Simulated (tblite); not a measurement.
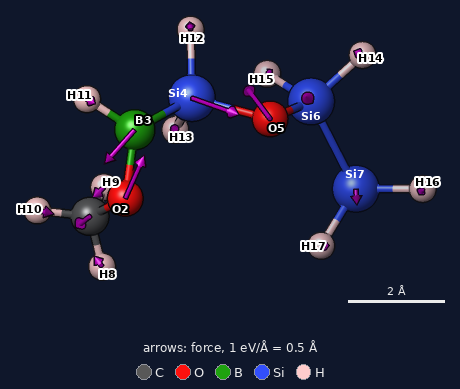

Starting geometry of CH$_{11}$BO$_{2}$Si$_{3}$ with the computed forces as purple arrows. Style: ball-and-stick. Shown at a tilt.

The calculation used tblite 0.8.0, GFN2-xTB geometry optimisation, gas phase. 

> What follows when this structure is relaxed?

It isn't relaxed: the largest force vector, on an O atom, is 3.24 eV/Å. The final displacements have little in common with the starting forces (cosine between the two patterns 0.15). Over 269 geometry steps the energy falls by 58.1 kcal/mol. The largest moves after the best rigid fit, 2.72 Å, are those of H atoms. By element the largest moves are H 2.72 Å, O 1.78 Å, Si 1.43 Å, C 1.28 Å, B 1.16 Å. Among the contacts that change: Si–Si 2.739 → 3.173 Å, B–O 1.460 → 1.327 Å, O–Si 1.728 → 1.621 Å, Si–Si 2.232 → 2.297 Å. Bond angles that change, for instance: Si–O–Si 104.5° → 154.8°, C–O–B 108.2° → 125.0°, Si–Si–H 106.8° → 117.0°. Groups turn about O–Si by about 165°, O–Si by about 160°, Si–Si by about 105°.
